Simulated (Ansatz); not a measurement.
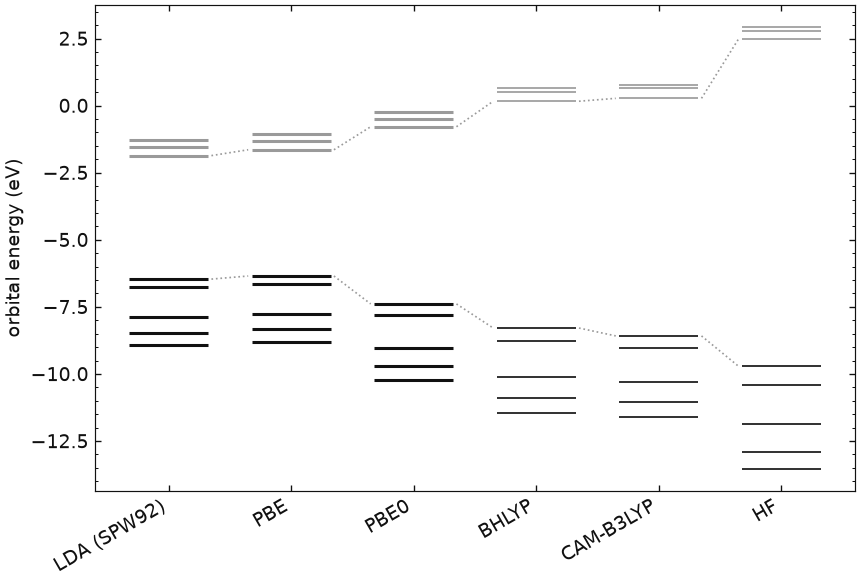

Frontier orbital energies of Si₂H₃SCl, SMILES Cl[Si@@H]1[SiH2]S1 at one geometry, def2-TZVPP, the Ansatz code 0.2.0, at a PBE0-D4/def2-TZVP geometry (a minimum by its frequencies). Empty levels are grey, levels within 0.1 eV stand side by side; all columns show the same few orbitals around the gap. Dotted lines join the HOMOs and the LUMOs.

Q: Compare the HOMO-LUMO separations.

A: The separation grows from 4.60 eV (LDA (SPW92)) to 12.17 eV (HF).

| level | HOMO (eV) | LUMO (eV) | separation (eV) |
| --- | --- | --- | --- |
| LDA (SPW92) | −6.46 | −1.86 | 4.60 |
| PBE | −6.35 | −1.64 | 4.70 |
| PBE0 | −7.39 | −0.79 | 6.60 |
| BHLYP | −8.29 | 0.16 | 8.45 |
| CAM-B3LYP | −8.58 | 0.27 | 8.85 |
| HF | −9.70 | 2.47 | 12.17 |

Limits of at least one run: empty levels above zero depend strongly on the basis.
